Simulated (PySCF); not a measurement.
SMILES Oc1cccc([SiH3])c1 (C6H8OSi), GFN2-xTB optimised geometry. Atoms within 1.6 Å of the plane z = 0.8 Å (x, y, z in Å): O1 (-1.08, 3.16, 0.00), C2 (-0.45, 1.95, 0.00), C3 (0.94, 1.93, 0.00), C4 (1.60, 0.72, 0.00), C5 (0.89, -0.47, 0.00), C6 (-0.50, -0.47, 0.00), Si7 (-1.48, -2.08, 0.03), C8 (-1.16, 0.76, 0.00), H9 (-2.03, 3.03, 0.00), H10 (1.47, 2.87, 0.00), H11 (2.68, 0.70, 0.00), H12 (1.42, -1.41, 0.00), H13 (-1.89, -2.37, 1.41), H15 (-0.65, -3.16, -0.49), H16 (-2.24, 0.78, 0.00).

Method: PBE/def2-TZVP run with PySCF 2.14.0.

Map of the log10 of the electron density (e/bohr³), floored at −4 on the plane z = 0.8 Å:

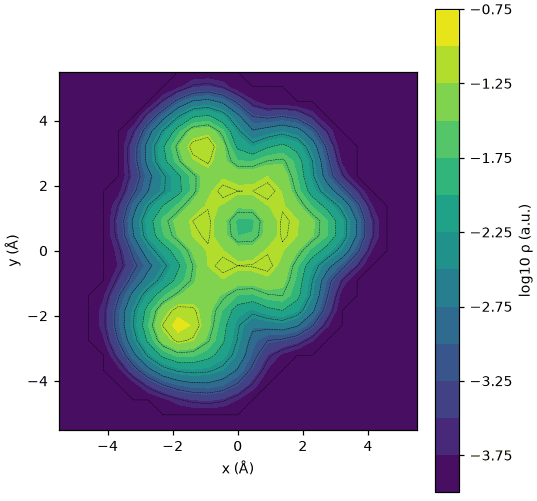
Figure. Log10 of the electron density (e/bohr³), floored at −4 on the plane z = 0.8 Å.
